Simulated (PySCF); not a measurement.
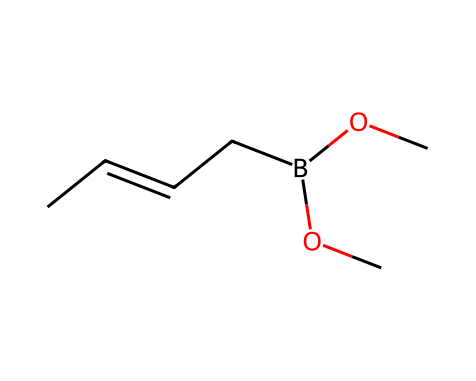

A structural formula.

**Give its SMILES.**

C/C=C/CB(OC)OC

**Give the formula, hydrogens included.**

C6H13BO2.

**An optimisation with PBE0-D3(BJ)/def2-SVP gave a structure of which point group?**

C1. Other conformers may differ.

The parts below concern this one geometry. Atoms keep their numbers from picture to picture. The computed structure is the end point of a PBE0-D3(BJ)/def2-SVP optimisation. No frequency run is at hand to confirm it as a minimum.

**Shape**

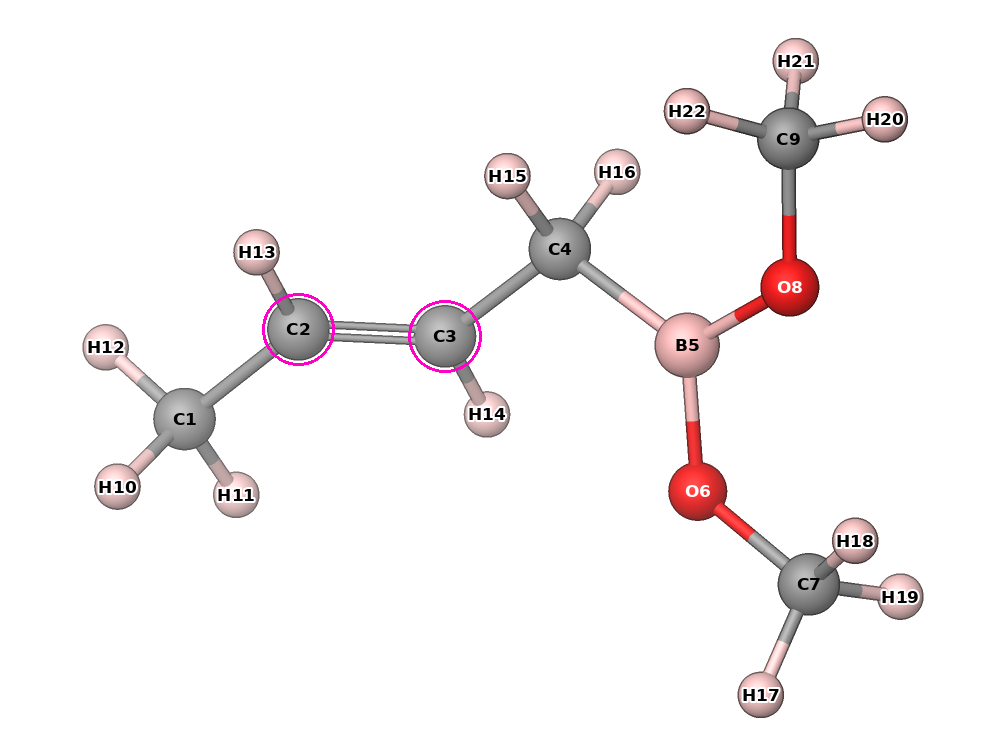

Distant atoms are faded towards the background colour. Circles mark the stereogenic atoms. No frequency run is at hand to confirm it as a minimum.

**Assign CIP descriptors.**

C2=C3: E.

**Excitation**

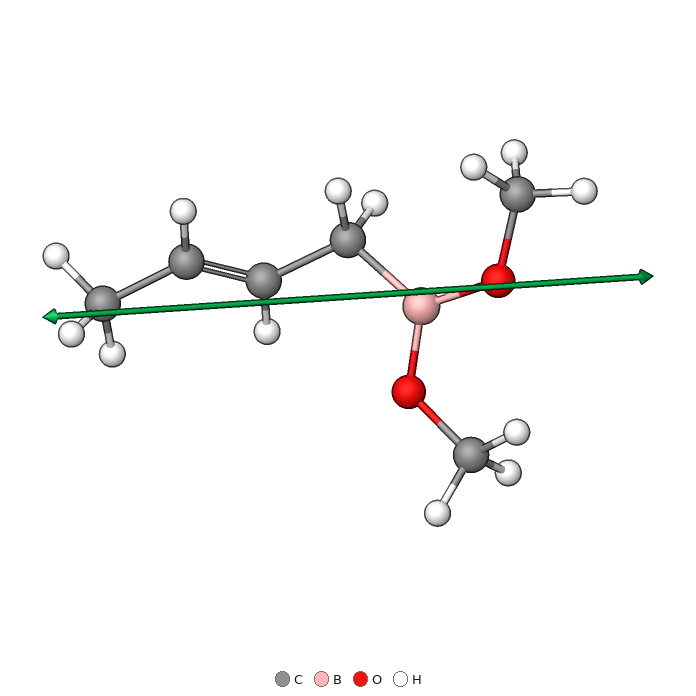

The double arrow shows the direction of the transition dipole to excited singlet state 5 (its length means nothing). No frequency run is at hand to confirm it as a minimum. Level of theory: TDDFT ωB97X-D/def2-SVPD, vertical, gas phase, core orbitals frozen in the response (PySCF 2.14.0).

**Give its energy, strength and character.**

7.54 eV (164 nm), oscillator strength 0.038, of mixed character, with the largest part HOMO → LUMO+5 (weight 0.34); transition dipole 1.15 D.

**NMR shielding**

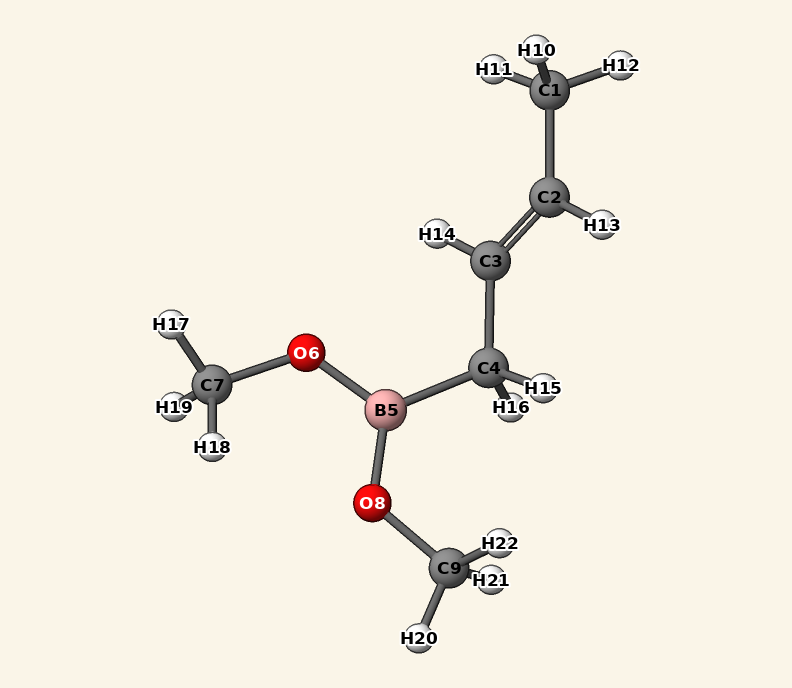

The questions are on isotropic NMR shieldings of the H atoms. No frequency run is at hand to confirm it as a minimum. Level of theory: GIAO PBE0/pcSseg-1 NMR shielding, non-relativistic, IEF-PCM dimethylsulfoxide (PySCF 2.14.0).

Give the isotropic NMR shieldings of the H atoms atom by atom.

```
atom  σ (ppm)
 H10    29.44
 H11    29.57
 H12    29.43
 H13    25.73
 H14    25.44
 H15    29.52
 H16    29.53
 H17    27.77
 H18    27.07
 H19    27.77
 H20    27.51
 H21    27.72
 H22    27.61
```

**Polarisability**

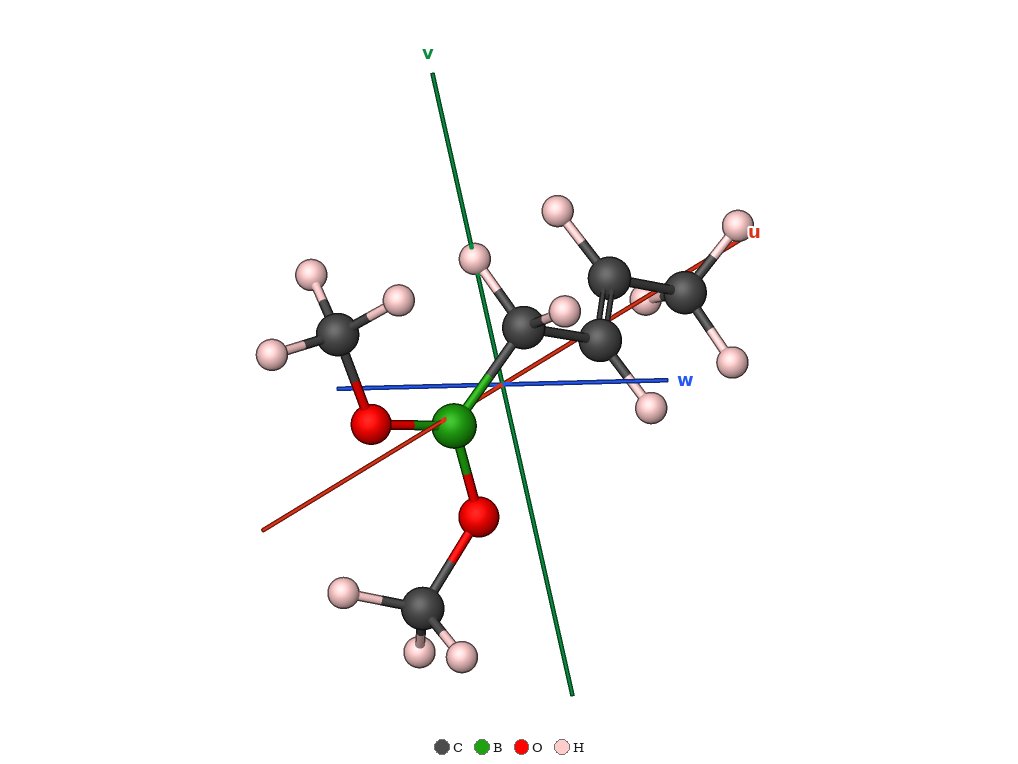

The lines u, v and w are the principal axes of the static dipole polarisability. No frequency run is at hand to confirm it as a minimum. Method: ωB97X-D/def2-SVPD (PySCF 2.14.0).

**Along which axis is the molecule most polarisable, and along which least?**

Most along u, least along w.

**Give the three principal values.**

u 118.9, v 95.8, w 76.8 bohr³; mean 97.2, anisotropy 36.5 bohr³.
